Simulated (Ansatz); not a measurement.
AlCl···HF

Input file:

```
crystal:
  periodic: [false, false, false]
  atoms:
    - { symbol: Al, position_ang: [-0.982887, 0.0, 0.535081] }
    - { symbol: H, position_ang: [1.682419, 0.0, 1.255874] }
    - { symbol: F, position_ang: [1.894923, 0.0, 0.34796] }
    - { symbol: Cl, position_ang: [-1.562555, 0.0, -1.543014] }
basis:
  gaussian: { orbitals: def2-SVP }
hamiltonian:
  xc: pbe
  dispersion: d4
relax:
  f_tol: 0.03
  max_steps: 50
output:
  orbitals: {}
```

Run with:

```sh
ansatz run input.yaml --threads 1 --pin off --max-ram 2048MiB --backend cpu --events-out ev --progress --plain --runs-dir out
```

The fields are those of the run's last geometry, not of the input's.

Theory: RKS PBE-D4/def2-SVP in Ansatz.

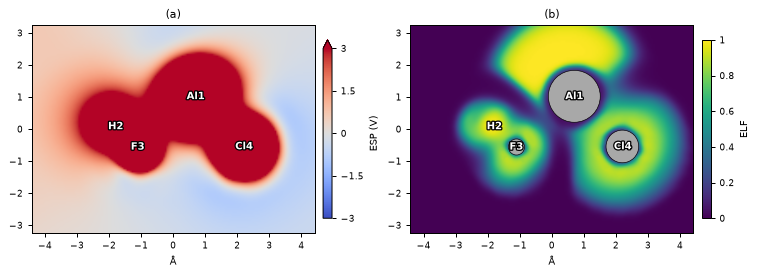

Figure 1. (a) molecular electrostatic potential; (b) ELF on the molecular plane. Grey discs cover the atomic cores in the ELF map.

> What do the fields say about this system?

- The plane passes through Al, H, F and Cl nuclei.
- Al1···F3 (2.40 Å): the ELF is about 0.25 at the midpoint.
- Al–Cl (2.17 Å): the ELF peaks at about 0.85 in the valence shell of Cl, 0.9 Å from its nucleus, and is about 0.75 at the midpoint.
- F–H (0.94 Å): the ELF climbs to about 1 towards the hydrogen, as it does in any bond to H: an ordinary covalent bond to hydrogen.
- The ELF also peaks beside Cl4, F3 and Al1, away from the bonds: lone-pair regions.
- Outside the dense part of the complex the potential is most negative (−0.9 V) near Cl4.

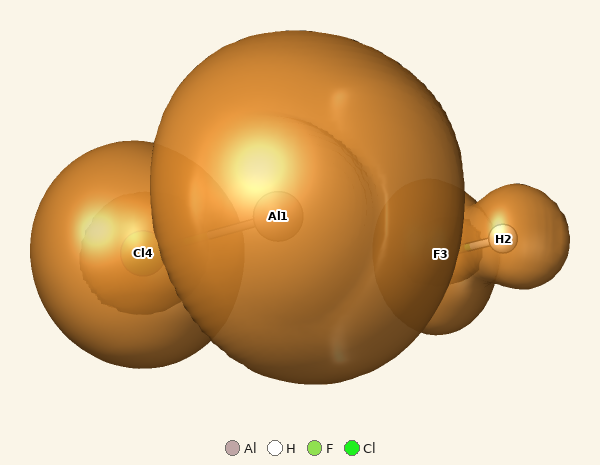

Figure 2. Isosurface of the ELF at 0.75 (orange), seen from one side. Core shells and regions of very low density are left out.

> Identify the bonds, lone pairs and shells in this picture.

At this value the surface marks out one lobe on Al, pointing away from the bonds (lone pairs), one region wrapped around Cl (its valence shell) and one joined region spread over several atoms (F, H), in which their bonds and any lone pairs are merged.

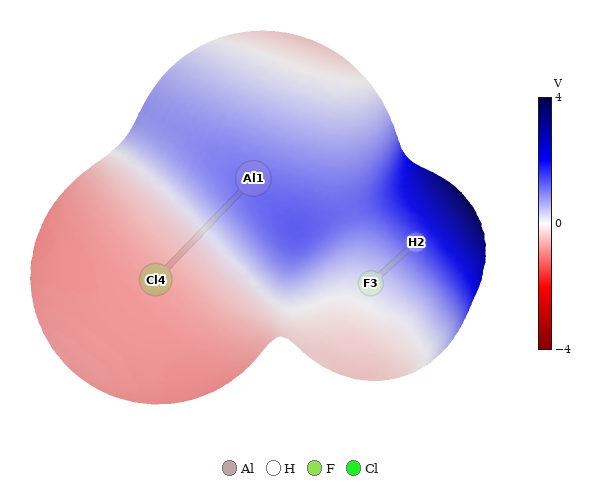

Figure 3. The electrostatic potential painted on the density surface at 0.002 e/bohr³, seen across its widest extent; the colour scale runs from red (negative) to blue (positive).

> Describe the electrostatic potential map.

The most negative region (about −0.9 V) lies over Cl4, the most positive (about +3.9 V) over H2.

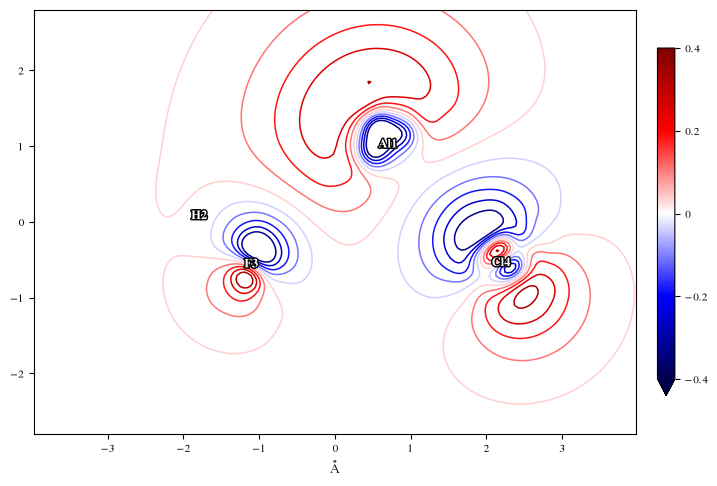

Figure 4. The HOMO on the molecular plane (values in Å⁻³ᐟ²; the overall sign is arbitrary).

> What is the character of this orbital?

Its weight (Hirshfeld) is mainly on Al1 (about 75 %) and Cl4 (about 20 %); it is symmetric in the molecular plane (an in-plane orbital: σ, lone-pair or in-plane π type). Its energy is −5.45 eV.
